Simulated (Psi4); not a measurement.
Approach curve of the dimer F4Si ··· Li+ (SMILES F[Si](F)(F)F and [Li+]) (charge +1). Monomers: optimised at B3LYP-D3(BJ) (def2-TZVP), held rigid. Orientation: lowest of the rigid-body minima from ten starts at GFN2-xTB (searched outside a hard wall at short contacts). Only R, the distance of the centres of mass, is varied, so the lowest point isn't the relaxed dimer. The shortest distances reach bonding range, where SAPT0 and rigid monomers are unreliable.

Calculation: SAPT0/jun-cc-pVDZ, all electrons correlated run with Psi4 1.11.

Components in kcal/mol:

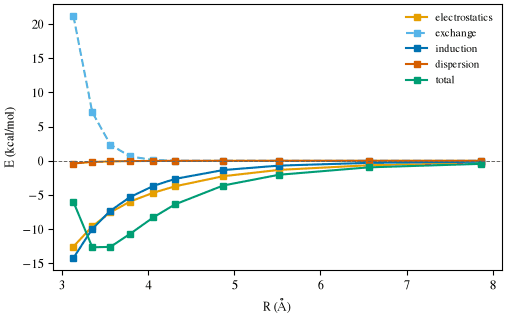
Figure: Components of the interaction energy.

```tsv
R / Å	electrostatics	exchange	induction	dispersion	total
3.13	-12.55	21.21	-14.23	-0.40	-5.98
3.35	-9.61	7.09	-9.96	-0.18	-12.65
3.56	-7.54	2.36	-7.32	-0.09	-12.59
3.79	-5.96	0.63	-5.30	-0.05	-10.68
4.06	-4.67	0.11	-3.68	-0.03	-8.27
4.31	-3.74	0.02	-2.65	-0.01	-6.38
4.87	-2.26	0.00	-1.36	0.00	-3.62
5.52	-1.34	0.00	-0.71	0.00	-2.04
6.56	-0.66	0.00	-0.31	0.00	-0.96
7.87	-0.31	0.00	-0.14	0.00	-0.45
```
